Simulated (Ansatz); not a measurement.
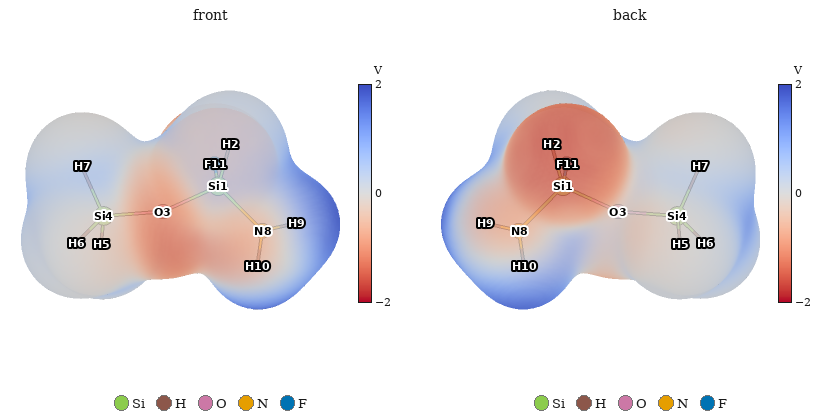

Figure. FH$_{6}$NOSi$_{2}$. The electrostatic potential painted on the density surface at 0.001 e/bohr³, seen from the front and from behind; the colour scale runs from red (negative) to blue (positive).

Method: RKS PBE/6-31G (Ansatz).

```xyz
11

Si   -0.1311    0.0812    0.1623
H    -0.1797    0.3848    1.6340
O     1.4294   -0.1958   -0.4419
Si    2.5783   -1.3840   -0.9429
H     2.1409   -2.0345   -2.2395
H     3.8885   -0.6629   -1.1533
H     2.7482   -2.4552    0.1169
N    -0.8416    1.4039   -0.7151
H    -1.4894    2.0563   -0.2841
H    -0.6870    1.5445   -1.7090
F    -0.9411   -1.4169   -0.0590
```

**Where is the surface potential most negative and most positive?**

The most negative region (about −1.5 V) lies over F11, the most positive (about +1.7 V) over H9.
